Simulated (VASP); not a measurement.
# MnS: the band gap up a ladder of functionals, part 4 of 5

Wanted: bands and gap of MnS from one functional after another. The start cell is built, not measured: it takes the structure of a Materials Project entry for MnSe (space group 225 there), with some of its atoms replaced by other elements, volume scaled by an estimate. LASPH is on for some levels and off for others; the table marks which.

VASP 6.6.1, plane waves and PAW; the level of theory is named at each step.

Still holding for the runs below: The cell holds one magnetic atom, so no antiferromagnetic order fits into it. Experiment finds antiferromagnetic order in this phase (below 150 K, arxiv:1108.4537), so this ferromagnetic run describes another state.

So far. Step 6 (Bands with PBEsol): There is no gap at this level. Step 7 (Bands with r2SCAN): There is no gap at this level. The relaxed cell has a = 5.112 Å (conventional setting).

### Step 8. Bands with TB-mBJ

This step: TB-mBJ, spin-polarised from a ferromagnetic start (one magnetic atom a cell); plane waves and PAW (Mn_pv, S) (VASP 6.6.1).

TB-mBJ is a local potential fitted to gaps: it costs far less than a hybrid but gives no energy.

File INCAR:

```
SYSTEM = MnS
PREC = Accurate
ENCUT = 400
EDIFF = 1E-06
NELM = 150
ISMEAR = 0
SIGMA = 0.02
LREAL = .FALSE.
ALGO = Normal
METAGGA = MBJ
LASPH = .TRUE.
NBANDS = 22
ISPIN = 2
MAGMOM = 4 0
LMAXMIX = 4
LORBIT = 11
LWAVE = .FALSE.
LCHARG = .FALSE.
KPAR = 4
```

File POSCAR:

```
MnS
1.0
    0.0000000000      2.5558353322      2.5558353322
    2.5558353322      0.0000000000      2.5558353322
    2.5558353322      2.5558353322      0.0000000000
Mn S
1 1
Direct
    0.0000000000      0.0000000000      0.0000000000
    0.5000000000      0.5000000000      0.5000000000
```

File KPOINTS:

```
Automatic mesh
0
Gamma
5 5 5
0 0 0
```

File KPOINTS_OPT:

```
Line mode
16
Line-mode
Reciprocal
  0.00000000   0.00000000   0.00000000 GAMMA
  0.50000000   0.00000000   0.50000000 X

  0.50000000   0.00000000   0.50000000 X
  0.50000000   0.25000000   0.75000000 W

  0.50000000   0.25000000   0.75000000 W
  0.37500000   0.37500000   0.75000000 K

  0.37500000   0.37500000   0.75000000 K
  0.00000000   0.00000000   0.00000000 GAMMA

  0.00000000   0.00000000   0.00000000 GAMMA
  0.50000000   0.50000000   0.50000000 L

  0.50000000   0.50000000   0.50000000 L
  0.62500000   0.25000000   0.62500000 U

  0.62500000   0.25000000   0.62500000 U
  0.50000000   0.25000000   0.75000000 W

  0.50000000   0.25000000   0.75000000 W
  0.50000000   0.50000000   0.50000000 L

  0.50000000   0.50000000   0.50000000 L
  0.37500000   0.37500000   0.75000000 K

  0.62500000   0.25000000   0.62500000 U
  0.50000000   0.00000000   0.50000000 X
```

PAW data sets: Mn_pv and S (PBE family, release 64).

Started as:

```bash
$ mpirun -np 4 vasp_std
```

The log of the run:

```text
[... set-up lines as in an earlier step ...]
 entering main loop
       N       E                     dE             d eps       ncg     rms          rms(c)
DAV:   1     0.249574049881E+03    0.24957E+03   -0.81986E+03   880   0.739E+02
DAV:   2     0.104025745549E+03   -0.14555E+03   -0.13729E+03   976   0.241E+02
DAV:   3     0.978627999405E+02   -0.61629E+01   -0.61129E+01  1000   0.547E+01
DAV:   4     0.978076270604E+02   -0.55173E-01   -0.55154E-01  1042   0.522E+00
[...]
DAV:  52     0.105385078735E+03   -0.93066E-04   -0.21172E-09   458   0.207E-04    0.261E-04
DAV:  53     0.105385048338E+03   -0.30397E-04   -0.43709E-10   458   0.143E-04    0.246E-04
DAV:  54     0.105385047471E+03   -0.86695E-06   -0.93704E-11   458   0.859E-05
   1 F= 0.10538505E+03 E0= 0.10538546E+03  d E =-.822795E-03  mag=     4.9040
 Start KPOINTS_OPT (optional k-point list driver)
k-point batch [1-10\160]
       N       E                     dE             ncg
DAV:   1    -0.561479999924E+03   -0.24886E+04      888
DAV:   2    -0.203251422053E+04   -0.14710E+04      988
DAV:   3    -0.209282683053E+04   -0.60313E+02      946
DAV:   4    -0.209339866326E+04   -0.57183E+00     1048
DAV:   5    -0.209341045718E+04   -0.11794E-01     1058
DAV:   6    -0.209341088773E+04   -0.43055E-03     1084
DAV:   7    -0.209341090205E+04   -0.14326E-04     1044
DAV:   8    -0.209341090269E+04   -0.64354E-06      580
[...]
k-point batch [151-160\160]
       N       E                     dE             ncg
DAV:   1    -0.620731781492E+03   -0.72518E+04      880
DAV:   2    -0.207779690126E+04   -0.14571E+04      886
DAV:   3    -0.213881957664E+04   -0.61023E+02     1090
DAV:   4    -0.213941538088E+04   -0.59580E+00      916
DAV:   5    -0.213942507804E+04   -0.96972E-02     1230
DAV:   6    -0.213942538130E+04   -0.30325E-03     1010
DAV:   7    -0.213942539076E+04   -0.94668E-05     1276
DAV:   8    -0.213942539094E+04   -0.18059E-06      686
```

It took 30 s on 4 MPI ranks of Intel Xeon 6975P-C (Granite Rapids), shared host; peak memory 0.59 GiB; 1.9 min of CPU time.

Parts of OUTCAR (step 8):

```text
  Total     -104.2485880   -104.2485880   -104.2485880      0.0000000      0.0000000     -0.0000000
  in kB    -5002.0975759  -5002.0975759  -5002.0975759      0.0000000      0.0000000     -0.0000000
  external PRESSURE =   -5002.0975759 kB  Pullay stress =       0.0000000 kB

 POSITION                                       TOTAL-FORCE (eV/Angst)
 -----------------------------------------------------------------------------------
      0.00000      0.00000      0.00000         0.000000      0.000000     -0.000000
      2.55584      2.55584      2.55584        -0.000000     -0.000000      0.000000
 -----------------------------------------------------------------------------------
    total drift:                                0.000000     -0.000000     -0.000000

  FREE ENERGIE OF THE ION-ELECTRON SYSTEM (eV)
  ---------------------------------------------------
  free  energy   TOTEN  =       105.3850474709 eV

  energy  without entropy=      105.3858702661  energy(sigma->0) =      105.38545887

 magnetization (x)
# of ion       s       p       d       tot
------------------------------------------
    1        0.088   0.030   4.358   4.477
    2        0.040   0.150   0.000   0.190
--------------------------------------------------
tot          0.128   0.180   4.358   4.667

[... 2 parts as in an earlier step ...]

[... 1 further part left out ...]
[key lines of the parts left out:]
E-fermi :   7.6035
```

This functional is a potential without an energy, so its energies, forces and stress mean nothing and are not read.

Spin up. The electronic bands at the labelled points (eV, zero at the Fermi level; # counts the bands kept):

```
    point     #5     #6     #7     #8    #9   #10   #11    #12
        Γ  -3.48  -2.25  -2.25  -2.25  3.06  6.57  8.96   8.96
        X  -3.26  -2.85  -2.85  -2.40  1.84  5.81  6.58  11.47
        W  -2.81  -2.81  -2.61  -2.06  4.80  6.66  7.71   7.71
        K  -2.92  -2.68  -2.33  -1.60  3.37  6.46  6.87   9.27
        Γ  -3.48  -2.25  -2.25  -2.25  3.06  6.57  8.96   8.96
        L  -2.99  -2.57   0.17   0.17  3.65  6.17  6.17   6.44
        U  -2.92  -2.68  -2.33  -1.60  3.37  6.46  6.87   9.27
        W  -2.81  -2.81  -2.61  -2.06  4.80  6.66  7.71   7.71
        L  -2.99  -2.57   0.17   0.17  3.65  6.17  6.17   6.44
        K  -2.92  -2.68  -2.33  -1.60  3.37  6.46  6.87   9.27
jump to U  -2.92  -2.68  -2.33  -1.60  3.37  6.46  6.87   9.27
        X  -3.26  -2.85  -2.85  -2.40  1.84  5.81  6.58  11.47
```

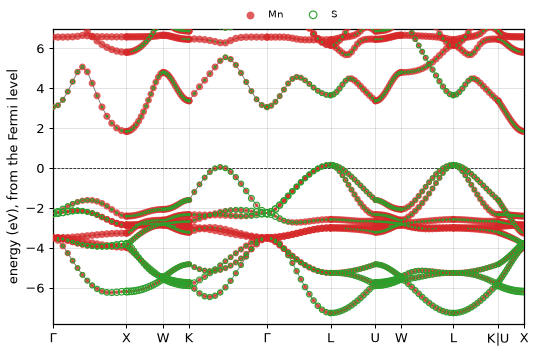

Electronic bands along the path; dots are coloured as in the legend, and their area grows with the weight.

There is no gap at this level.

### Step 9. Starting orbitals for the hybrid

This step: PBE, spin-polarised from a ferromagnetic start (one magnetic atom a cell); plane waves and PAW (Mn_pv, S) (VASP 6.6.1).

A hybrid converges badly from random orbitals, so a cheap semilocal run writes a WAVECAR on the same mesh first.

File INCAR:

```
SYSTEM = MnS
PREC = Accurate
ENCUT = 400
EDIFF = 1E-05
NELM = 100
ISMEAR = 0
SIGMA = 0.02
LREAL = .FALSE.
ALGO = Normal
GGA = PE
NBANDS = 16
ISPIN = 2
MAGMOM = 4 0
LMAXMIX = 4
LORBIT = 11
LWAVE = .TRUE.
LCHARG = .FALSE.
KPAR = 4
```

POSCAR is that of step 8.

KPOINTS is that of step 8.

Started as:

```bash
$ mpirun -np 4 vasp_std
```

The log of the run:

```text
[... set-up lines as in an earlier step ...]
 entering main loop
       N       E                     dE             d eps       ncg     rms          rms(c)
DAV:   1     0.126738757572E+03    0.12674E+03   -0.92530E+03   640   0.104E+03
DAV:   2    -0.986167609204E+01   -0.13660E+03   -0.13017E+03   728   0.298E+02
DAV:   3    -0.151836712548E+02   -0.53220E+01   -0.52976E+01   800   0.660E+01
DAV:   4    -0.152456579307E+02   -0.61987E-01   -0.61980E-01   752   0.731E+00
DAV:   5    -0.152468206846E+02   -0.11628E-02   -0.11628E-02   760   0.102E+00    0.122E+01
DAV:   6    -0.142317127230E+02    0.10151E+01   -0.81484E+00   672   0.355E+01    0.108E+01
DAV:   7    -0.140875071387E+02    0.14421E+00   -0.10883E+00   648   0.162E+01    0.590E+00
DAV:   8    -0.140961932275E+02   -0.86861E-02   -0.42114E-02   656   0.180E+00    0.399E+00
DAV:   9    -0.140812647560E+02    0.14928E-01   -0.31960E-02   760   0.200E+00    0.158E+00
DAV:  10    -0.140935415142E+02   -0.12277E-01   -0.73207E-03   664   0.889E-01    0.370E-01
DAV:  11    -0.140939048683E+02   -0.36335E-03   -0.83759E-04   712   0.258E-01    0.155E-01
DAV:  12    -0.140939211333E+02   -0.16265E-04   -0.25480E-04   672   0.111E-01    0.152E-01
DAV:  13    -0.140939588516E+02   -0.37718E-04   -0.15323E-05   616   0.406E-02    0.805E-02
DAV:  14    -0.140939745856E+02   -0.15734E-04   -0.91494E-06   320   0.274E-02    0.275E-02
DAV:  15    -0.140939755801E+02   -0.99448E-06   -0.43138E-06   328   0.160E-02
   1 F= -.14093976E+02 E0= -.14093636E+02  d E =-.678418E-03  mag=     4.5522
 writing wavefunctions
```

It took 3 s on 4 MPI ranks; peak memory 0.53 GiB; 9.5 s of CPU time.

From OUTCAR (step 9):

```text
   k-points           NKPTS =     10   k-points in BZ     NKDIM =     10   number of bands    NBANDS=     16

   NELECT =      19.0000    total number of electrons

 E-fermi :   7.3632

 spin component 1
 k-point     1 :       0.0000    0.0000    0.0000
  band No.  band energies     occupation
    ...
      8       4.0015      1.00000
      9       4.0015      1.00000
     10       5.3329      1.00000
     11       5.3329      1.00000
     12       5.3329      1.00000
     13       9.4304      0.00000
     14      16.0039      0.00000
     15      16.0039      0.00000
     16      16.0039      0.00000

 k-point     2 :       0.2000    0.0000    0.0000
  band No.  band energies     occupation
    ...
      8       4.1085      1.00000
      9       4.1085      1.00000
     10       4.7111      1.00000
     11       6.4547      1.00000
     12       6.4547      1.00000
     13      11.0211      0.00000
     14      14.3777      0.00000
     15      15.2140      0.00000
     16      15.2140      0.00000

  Total       -0.1283671     -0.1283671     -0.1283671      0.0000000      0.0000000     -0.0000000
  in kB       -6.1593638     -6.1593638     -6.1593638      0.0000000      0.0000000     -0.0000000
  external PRESSURE =      -6.1593638 kB  Pullay stress =       0.0000000 kB

 POSITION                                       TOTAL-FORCE (eV/Angst)
 -----------------------------------------------------------------------------------
      0.00000      0.00000      0.00000        -0.000000      0.000000      0.000000
      2.55584      2.55584      2.55584         0.000000     -0.000000     -0.000000
 -----------------------------------------------------------------------------------
    total drift:                                0.000000     -0.000000     -0.000000

  FREE ENERGIE OF THE ION-ELECTRON SYSTEM (eV)
  ---------------------------------------------------
  free  energy   TOTEN  =       -14.0939755801 eV

  energy  without entropy=      -14.0932971623  energy(sigma->0) =      -14.09363637

[... 9 parts as in an earlier step ...]

[... 13 further parts left out ...]
```

This step gave:

```
SCF cycles                                        : 15
bands                                             : 16
free energy (TOTEN)                               : -14.09 eV
energy at zero smearing                           : -14.09 eV
Fermi energy                                      : 7.363 eV
pressure                                          : -0.6159 GPa
moment of the cell, from the last line of the log : 4.552 μB
```

Spin moment in the PAW sphere by atom:

```
atom  spin moment in the PAW sphere (μB)
 Mn1                                4.14
  S2                                0.09
```

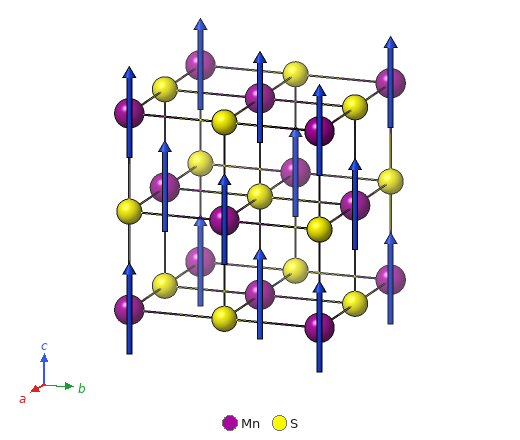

Spin moment in the PAW sphere as arrows, the longest 4.14 μB. Up and down stand for the sign. Arrows give size and sign along the axis of quantisation, drawn up and down the page. Some periodic images of atoms are drawn too.

### Step 10. Bands with HSE06

This step: HSE06, spin-polarised from a ferromagnetic start (one magnetic atom a cell); plane waves and PAW (Mn_pv, S) (VASP 6.6.1).

HSE06 mixes in a quarter of exact exchange at short range, at far higher cost; in semiconductors this cures much of the gap error, while metals seldom gain.

File INCAR:

```
SYSTEM = MnS
PREC = Accurate
ENCUT = 400
EDIFF = 1E-06
NELM = 100
ISMEAR = 0
SIGMA = 0.02
LREAL = .FALSE.
ALGO = Normal
LHFCALC = .TRUE.
AEXX = 0.25
GGA = PE
HFSCREEN = 0.2
LASPH = .TRUE.
NBANDS = 16
ISPIN = 2
MAGMOM = 4 0
LMAXMIX = 4
PRECFOCK = Fast
LORBIT = 11
LWAVE = .FALSE.
LCHARG = .FALSE.
KPAR = 4
```

POSCAR is that of step 9.

KPOINTS is that of step 9.

Changes to KPOINTS_OPT since step 8:

```diff
@@ -1,3 +1,3 @@
 Line mode
-16
+6
 Line-mode
```

The run starts from files that an earlier step left in the folder.

Started as:

```bash
$ mpirun -np 4 vasp_std
```

The log of the run:

```text
[banner, memory and clock lines left out]
running    4 mpi-ranks, on    1 nodes
[...]
LDA part: xc-table for (Slater+PW92), standard interpolation
 found WAVECAR, reading the header
 POSCAR, INCAR and KPOINTS ok, starting setup
[...]
reading WAVECAR
 the WAVECAR file was read successfully
 initial charge from wavefunction
 entering main loop
       N       E                     dE             d eps       ncg     rms          rms(c)
DAV:   1    -0.203083682639E+02   -0.20308E+02   -0.52848E-01   664   0.108E+01    0.453E+00
DAV:   2    -0.204367825017E+02   -0.12841E+00   -0.21081E-01   696   0.486E+00    0.311E+00
DAV:   3    -0.204376003658E+02   -0.81786E-03   -0.39460E-02   688   0.166E+00    0.180E+00
DAV:   4    -0.204390791175E+02   -0.14788E-02   -0.58225E-03   664   0.694E-01    0.108E+00
[...]
DAV:   9    -0.204398388906E+02   -0.43660E-05   -0.97189E-06   664   0.291E-02    0.694E-02
DAV:  10    -0.204398425314E+02   -0.36408E-05   -0.28522E-06   672   0.159E-02    0.394E-02
DAV:  11    -0.204398429220E+02   -0.39057E-06   -0.11109E-06   592   0.102E-02
   1 F= -.20439843E+02 E0= -.20439843E+02  d E =-.218158E-42  mag=     5.0016
 Start KPOINTS_OPT (optional k-point list driver)
k-point batch [1-10\60]
       N       E                     dE             ncg
DAV:   1    -0.938055467033E+03   -0.56793E+04      696
DAV:   2    -0.241263230524E+04   -0.14746E+04      720
DAV:   3    -0.247747849658E+04   -0.64846E+02      760
DAV:   4    -0.247865923081E+04   -0.11807E+01      848
DAV:   5    -0.247867998982E+04   -0.20759E-01      824
DAV:   6    -0.247868060012E+04   -0.61030E-03      808
DAV:   7    -0.247868062400E+04   -0.23877E-04      792
DAV:   8    -0.247868062503E+04   -0.10314E-05      696
DAV:   9    -0.247868062513E+04   -0.96422E-07      600
[...]
k-point batch [51-60\60]
       N       E                     dE             ncg
DAV:   1    -0.929500630161E+03   -0.75190E+04      656
DAV:   2    -0.243079563292E+04   -0.15013E+04      704
DAV:   3    -0.249649347772E+04   -0.65698E+02      792
DAV:   4    -0.249769145606E+04   -0.11980E+01      832
DAV:   5    -0.249771129014E+04   -0.19834E-01      816
DAV:   6    -0.249771182270E+04   -0.53256E-03      808
DAV:   7    -0.249771184252E+04   -0.19825E-04      800
DAV:   8    -0.249771184332E+04   -0.79115E-06      664
```

The job ended after 5.5 min (4 MPI ranks; peak memory 0.97 GiB).

OUTCAR, selected parts (step 10):

```text
 POSITION                                       TOTAL-FORCE (eV/Angst)
 -----------------------------------------------------------------------------------
      0.00000      0.00000      0.00000        -0.000000     -0.000000     -0.000000
      2.55584      2.55584      2.55584         0.000000      0.000000      0.000000
 -----------------------------------------------------------------------------------
    total drift:                                0.000000     -0.000000      0.000001

  FREE ENERGIE OF THE ION-ELECTRON SYSTEM (eV)
  ---------------------------------------------------
  free  energy   TOTEN  =       -20.4398429220 eV

  energy  without entropy=      -20.4398429220  energy(sigma->0) =      -20.43984292

 magnetization (x)
# of ion       s       p       d       tot
------------------------------------------
    1        0.044   0.037   4.458   4.538
    2        0.025   0.101   0.000   0.127
--------------------------------------------------
tot          0.069   0.138   4.458   4.665

[... 1 part as in an earlier step ...]

[... 2 further parts left out ...]
[key lines of the parts left out:]
E-fermi :   6.8875
```

The k-mesh is coarse for exact exchange; levels may shift by about 0.1 eV on a finer one. Direct gaps are counted within one spin. The valence top and the conduction bottom belong to opposite spins.

Spin up. Electronic bands along the path, in eV, zero at the valence-band top; v1 is the highest filled band, c1 the lowest empty one:

```
    point     v4     v3     v2     v1    c1    c2
        Γ  -5.20  -2.02  -2.02  -2.02  3.16  9.68
        X  -4.55  -3.95  -3.94  -3.94  1.78  6.12
        W  -4.19  -4.09  -4.09  -3.06  5.38  8.03
        K  -4.63  -4.15  -3.65  -2.17  3.49  7.28
        Γ  -5.20  -2.02  -2.02  -2.02  3.16  9.68
        L  -4.69  -4.02   0.00   0.00  3.66  6.39
        U  -4.63  -4.15  -3.65  -2.17  3.49  7.28
        W  -4.19  -4.09  -4.09  -3.06  5.38  8.03
        L  -4.69  -4.02   0.00   0.00  3.66  6.39
        K  -4.63  -4.15  -3.65  -2.17  3.49  7.28
jump to U  -4.63  -4.15  -3.65  -2.17  3.49  7.28
        X  -4.55  -3.95  -3.94  -3.94  1.78  6.12
```

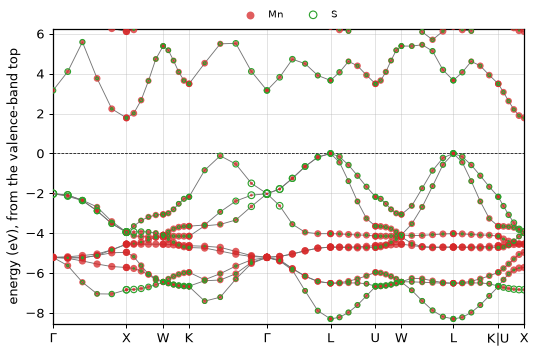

Electronic bands along the path; dots are coloured as in the legend, and their area grows with the weight.

The gap is 0.51 eV, between states of opposite spin. PBE gave none; this run took 28 times the core time, on fewer points of the path.

[end of part 4 of 5]

[Lines on the potential files, build, host, timing and source positions are cut from VASP's logs without a mark.]

[Logs are printed without paths, hosts, clocks, repeated set-up lines and the standing remarks that a program may print on its own settings, such as how far it seeks lower states.]

[Hosts, paths, dates, database ids (printed as entryN), source tags and the programs' standing remarks are cut or masked in the printed files.]

[A measured line is paired with the nearest computed mode of its activity, which favours agreement.]

[In band tables of VASP the shares of atoms and orbitals are scaled to a sum of 1 inside the atoms' spheres.]
